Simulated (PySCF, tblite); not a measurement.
# C₄H₅ClSi: excited states, first hyperpolarisability, part 2 of 2

tblite 0.8.0 and PySCF 2.14.0. Atoms count from 0.

## Step 5: Excited states: TDA BHandHLYP/def2-TZVP

Job settings and geometry (Å):

```
{"job": {"kind": "states", "xc": "BHandHLYP", "basis": "def2-TZVP", "tda": true, "soc": true, "nstates": 6, "ntriplets": 5, "nquad": 4}, "charge": 0, "multiplicity": 1}
Si    -2.039901     0.545371     0.451867
C     -0.660857    -0.702554     0.219319
C      0.609886    -0.348238     0.170631
C      1.823756     0.033105     0.126907
C      3.087087     0.403718     0.073901
Cl     3.604663     2.045314     0.211943
H     -2.804850     0.233558     1.698310
H     -2.990839     0.471395    -0.699751
H     -1.454131     1.912577     0.543023
H     -0.905888    -1.769075     0.118836
H      3.912423    -0.301095    -0.063863
```

Level: TDA BHandHLYP/def2-TZVP excited states, vertical, gas phase, spin-orbit mean-field couplings.

What it wrote:

```text
coarse grid: 10696 points
cycle   1  E = -904.9664185207  dE =  7.649e-01  |g| = 3.444e-01  |ddm| = 3.597e+00
cycle   2  E = -904.9685296300  dE = -2.111e-03  |g| = 3.829e-01  |ddm| = 8.150e-01
cycle   3  E = -905.0027387007  dE = -3.421e-02  |g| = 8.264e-02  |ddm| = 4.098e-01
cycle   4  E = -905.0044278382  dE = -1.689e-03  |g| = 4.534e-02  |ddm| = 1.789e-01
cycle   5  E = -905.0049962055  dE = -5.684e-04  |g| = 1.041e-02  |ddm| = 6.337e-02
cycle   6  E = -905.0050230748  dE = -2.687e-05  |g| = 2.926e-03  |ddm| = 1.669e-02
cycle   7  E = -905.0050259891  dE = -2.914e-06  |g| = 1.397e-03  |ddm| = 5.348e-03
final grid: 95368 points
cycle   8  E = -905.0012347780  dE = -1.042e-05  |g| = 2.687e-03  |ddm| = 5.695e-02
cycle   9  E = -905.0012343757  dE =  4.022e-07  |g| = 2.921e-03  |ddm| = 5.323e-03
cycle  10  E = -905.0012363534  dE = -1.978e-06  |g| = 3.565e-04  |ddm| = 2.672e-03
cycle  11  E = -905.0012363831  dE = -2.961e-08  |g| = 1.243e-04  |ddm| = 4.155e-04
cycle  12  E = -905.0012363877  dE = -4.634e-09  |g| = 3.347e-05  |ddm| = 3.055e-04
cycle  13  E = -905.0012363880  dE = -3.542e-10  |g| = 1.799e-05  |ddm| = 6.733e-05
converged SCF energy = -905.0012363880

Singlet excitations
state   eV       nm        f     d(h-e)  d(exc)  Lambda  PR(NTO)  |dmu|/D   mu/D   main configurations
  1   4.0355   307.2   0.00028   0.083   2.804   0.542   1.016    0.213    1.694   H-1->L 0.98
  2   5.1823   239.2   0.62637   0.415   3.289   0.802   1.282    0.957    0.914   H->L 0.79, H-1->L+1 0.10
  3   5.1854   239.1   0.04714   0.046   3.130   0.573   1.029    0.133    1.424   H->L+1 0.89
  4   6.6258   187.1   0.00023   2.649   3.714   0.251   1.004    7.372    6.257   H-2->L 0.97
  5   7.0762   175.2   0.00076   1.119   3.943   0.352   1.165                     H->L+2 0.64, H->L+4 0.13, H->L+3 0.12
  6   7.2710   170.5   0.00606   0.297   3.679   0.398   1.352                     H->L+4 0.42, H->L+2 0.27, H->L+3 0.11

Triplet excitations (Tamm-Dancoff)
state   eV     d(h-e)  d(exc)  Lambda  PR(NTO)   main configurations
  1   2.4488   0.090   2.929   0.827   1.057   H->L 0.94
  2   3.6807   0.099   2.797   0.541   1.007   H-1->L 0.98
  3   4.6155   0.055   2.514   0.746   1.021   H-1->L+1 0.87
  4   4.8338   0.050   3.078   0.553   1.034   H->L+1 0.95
  5   5.1824   0.068   2.455   0.707   1.272   H-3->L 0.64, H-7->L 0.18, H->L+9 0.09
S1 - T1 = 1.5867 eV

Spin-orbit couplings |<S|Hso|T>| (cm-1)
             T1       T2       T3       T4       T5
S0        0.135   27.929   10.145   77.556    0.362
S1       20.835    0.341   15.021    0.116   17.975
S2        5.544   34.492    5.501   26.288    2.732
S3       20.261    9.402   20.428    7.152    9.853
S4       84.991   63.792    8.476    0.824   89.371
S5       13.225    0.817    6.016    7.089    9.043
S6       15.849    1.635    9.823    5.753   12.739
T1 sublevels (cm-1): 0.000 0.206 0.216   radiative rates (1/s): 0.167 3.26 0.00976
```

Wall time 36 s (1 thread of Arm Neoverse V1, shared host); peak memory 0.76 GiB.

From this job:

```csv
quantity,value
S1 less T1,1.59 eV
```

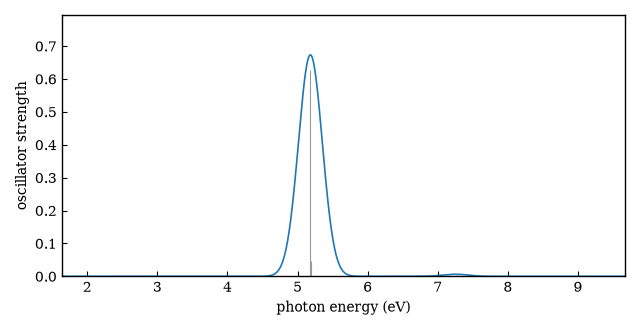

Absorption lines of the singlets. Lines are broadened to a width of 0.40 eV (Gaussian).

Orbitals, density, ELF and potential are computed afterwards from the orbital file.

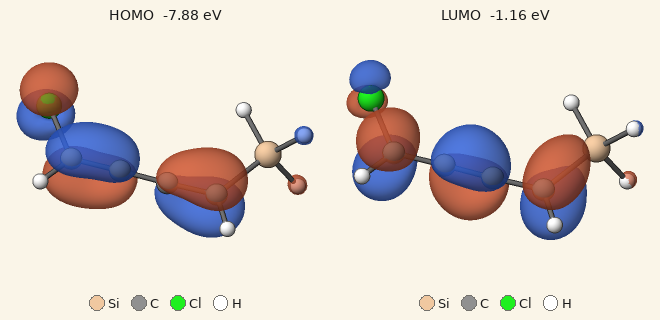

Frontier orbitals at BHandHLYP/def2-TZVP; each surface holds 70 % of the orbital's density, blue and red mark the sign.

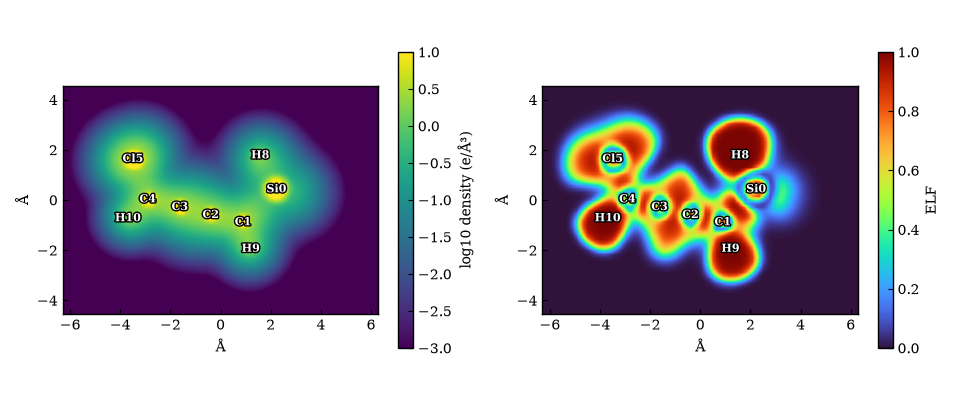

Density (left) and ELF (right) in a plane through or near 9 of the atoms.

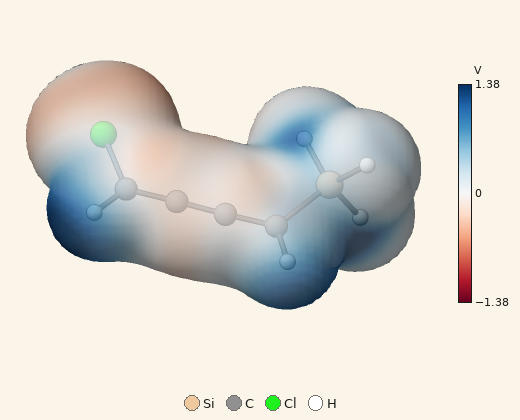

The potential that a unit positive charge feels on the 0.002 e/bohr³ surface, from -0.48 V near Cl5 to 1.38 V near H10.

## Step 6: Excited states: TDDFT wB97X-D/def2-SVPD

The job, as its differences from that of step 5:

```diff
@@ -1,2 +1,2 @@
-{"job": {"kind": "states", "xc": "BHandHLYP", "basis": "def2-TZVP", "tda": true, "soc": true, "nstates": 6, "ntriplets": 5, "nquad": 4}, "charge": 0, "multiplicity": 1}
+{"job": {"kind": "states", "xc": "wB97X-D", "basis": "def2-SVPD", "tpa": true, "nstates": 6, "nquad": 5, "ntriplets": 0}, "charge": 0, "multiplicity": 1}
 Si    -2.039901     0.545371     0.451867
```

Method: TDDFT wB97X-D/def2-SVPD excited states, vertical, gas phase, two-photon moments by quadratic response.

What it wrote:

```text
coarse grid: 10696 points
cycle   1  E = -904.4638506134  dE =  7.056e-01  |g| = 3.384e-01  |ddm| = 1.251e+01
cycle   2  E = -904.4695841425  dE = -5.734e-03  |g| = 3.643e-01  |ddm| = 2.559e+00
cycle   3  E = -904.5017650588  dE = -3.218e-02  |g| = 5.526e-02  |ddm| = 1.426e+00
cycle   4  E = -904.5026647976  dE = -8.997e-04  |g| = 3.247e-02  |ddm| = 2.580e-01
cycle   5  E = -904.5029915167  dE = -3.267e-04  |g| = 8.434e-03  |ddm| = 8.263e-02
cycle   6  E = -904.5030161227  dE = -2.461e-05  |g| = 2.279e-03  |ddm| = 3.204e-02
cycle   7  E = -904.5030201286  dE = -4.006e-06  |g| = 1.330e-03  |ddm| = 1.277e-02
final grid: 95368 points
cycle   8  E = -904.6186592647  dE = -4.661e-05  |g| = 4.113e-03  |ddm| = 1.560e-01
cycle   9  E = -904.6186602227  dE = -9.580e-07  |g| = 3.801e-03  |ddm| = 2.664e-02
cycle  10  E = -904.6186636959  dE = -3.473e-06  |g| = 6.328e-04  |ddm| = 8.695e-03
cycle  11  E = -904.6186638168  dE = -1.209e-07  |g| = 2.308e-04  |ddm| = 3.390e-03
cycle  12  E = -904.6186638348  dE = -1.801e-08  |g| = 6.522e-05  |ddm| = 9.368e-04
cycle  13  E = -904.6186638368  dE = -1.997e-09  |g| = 3.835e-05  |ddm| = 2.430e-04
cycle  14  E = -904.6186638374  dE = -6.241e-10  |g| = 1.204e-05  |ddm| = 1.303e-04
converged SCF energy = -904.6186638374

Singlet excitations
state   eV       nm        f     d(h-e)  d(exc)  Lambda  PR(NTO)  |dmu|/D   mu/D   delta(TPA)   sigma/GM   main configurations
  1   3.9298   315.5   0.00016   0.078   2.806   0.544   1.033    0.167    1.732        0.04      0.000   H-1->L 0.98
  2   4.8026   258.2   0.50121   0.471   3.303   0.809   1.386    1.134    0.866      109.08      0.922   H->L 0.91
  3   5.0386   246.1   0.00058   0.025   3.125   0.542   1.021    0.088    1.649        0.09      0.001   H->L+1 0.94
  4   6.2816   197.4   0.00008   2.614   3.670   0.252   1.002    7.493    6.258        0.15      0.002   H-2->L 0.97
  5   6.7271   184.3   0.00056   0.421   3.702   0.339   1.074    1.649    0.385       17.17      0.285   H->L+2 0.77, H->L+3 0.10
  6   6.9905   177.4   0.22488   0.552   3.508   0.646   1.306                                            H-3->L 0.87
```

It took 25 s on 1 thread of Arm Neoverse V1, shared host; peak memory 0.63 GiB.

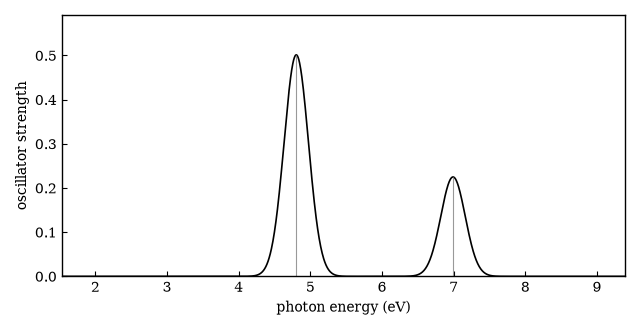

Absorption lines of the singlets. Lines are broadened to a width of 0.40 eV (Gaussian).

## Step 7: First hyperpolarisability: quadratic response PBE0/def2-SVPD

The job, as its differences from that of step 6:

```diff
@@ -1,2 +1,2 @@
-{"job": {"kind": "states", "xc": "wB97X-D", "basis": "def2-SVPD", "tpa": true, "nstates": 6, "nquad": 5, "ntriplets": 0}, "charge": 0, "multiplicity": 1}
+{"job": {"kind": "beta", "xc": "PBE0", "basis": "def2-SVPD", "wavelengths": [1064, 800]}, "charge": 0, "multiplicity": 1}
 Si    -2.039901     0.545371     0.451867
```

With the program's defaults for keys left out, this is: quadratic response PBE0/def2-SVPD first hyperpolarisability, Taylor convention, gas phase.

What it wrote:

```text
coarse grid: 10696 points
cycle   1  E = -904.0908782187  dE =  6.090e-01  |g| = 3.037e-01  |ddm| = 1.305e+01
cycle   2  E = -904.0472996602  dE =  4.358e-02  |g| = 4.975e-01  |ddm| = 1.919e+00
cycle   3  E = -904.1137951894  dE = -6.650e-02  |g| = 1.081e-01  |ddm| = 1.515e+00
cycle   4  E = -904.1170810542  dE = -3.286e-03  |g| = 4.519e-02  |ddm| = 2.666e-01
cycle   5  E = -904.1176184510  dE = -5.374e-04  |g| = 1.676e-02  |ddm| = 9.679e-02
cycle   6  E = -904.1176878311  dE = -6.938e-05  |g| = 2.951e-03  |ddm| = 4.291e-02
cycle   7  E = -904.1176895365  dE = -1.705e-06  |g| = 1.481e-03  |ddm| = 7.721e-03
final grid: 95368 points
cycle   8  E = -904.2237131796  dE = -1.232e-05  |g| = 4.583e-03  |ddm| = 1.298e-01
cycle   9  E = -904.2237091138  dE =  4.066e-06  |g| = 6.148e-03  |ddm| = 3.924e-02
cycle  10  E = -904.2237186184  dE = -9.505e-06  |g| = 1.004e-03  |ddm| = 1.537e-02
cycle  11  E = -904.2237189057  dE = -2.873e-07  |g| = 2.296e-04  |ddm| = 2.491e-03
cycle  12  E = -904.2237189202  dE = -1.453e-08  |g| = 7.708e-05  |ddm| = 7.187e-04
cycle  13  E = -904.2237189213  dE = -1.125e-09  |g| = 4.087e-05  |ddm| = 2.386e-04
cycle  14  E = -904.2237189219  dE = -5.318e-10  |g| = 8.292e-06  |ddm| = 1.042e-04
converged SCF energy = -904.2237189219

Lowest singlets (eV, f): 3.9222 0.0002  4.6577 0.4298  4.9310 0.0007

First hyperpolarisability (au)
process     nm      |vector|   parallel      HRS      DR
static         -      306.43    -114.65     118.51   6.545
shg       1064.0      444.27    -177.09      174.7   5.827
eope      1064.0      343.28    -131.25          -       -
shg        800.0      643.20    -268.02      257.1   5.289
eope       800.0      376.92    -146.47          -       -
```

It took 23 s on 1 thread of Arm Neoverse V1, shared host; peak memory 0.61 GiB.

## Step 8: Results

This closing draws on all 2 parts.

```
                                                                  quantity                                               value
                                 strongest single infrared mode (GFN2-xTB)                                790 cm⁻¹, 408 km/mol
                                              zero-point energy (GFN2-xTB)                                       40.3 kcal/mol
                                                               point group                                                  Cs
                                      rotational constants (main isotopes)                                6.56, 0.74, 0.67 GHz
                              S1 less T1 (step 5, TDA BHandHLYP/def2-TZVP)                                             1.59 eV
potential on the surface of density 0.002 e/bohr³, 1st and 99th percentile                                  -0.48 V and 1.38 V
                      β vector (step 7, quadratic response PBE0/def2-SVPD)  static 306, SHG 1064.0 nm 444, SHG 800.0 nm 643 au
```

In words: No mode is imaginary among the 27: a minimum at this level. The strongest single mode, at 790 cm⁻¹, moves mainly H6 and H7. GFN2-xTB is a fitted tight-binding method: band positions and strengths are rough. Its intensities can rank the bands wrongly. Over 8 steps the energy fell by 0.065 eV; of the close pairs, Si0–H8 changed most, 1.460 to 1.490 Å (PBE0/def2-SVP). No frequency check was run at this level, so the end point may be a saddle. In step 5 some excited states are degenerate or nearly so. In step 5, the number of triplets below S1 is 2, and the largest singlet-triplet spin-orbit coupling is S4–T5, 89.37 cm⁻¹. By nearest atom (BHandHLYP/def2-TZVP), the HOMO sits on C1, C4 about 23 % each; Cl5 18 % and the LUMO on C1, C4 about 23 % each; C2, C3 about 15 % each. β grows from 306 au (static) to 643 au for doubling at 800.0 nm: normal dispersion, which grows as twice the photon energy moves toward the bright states.
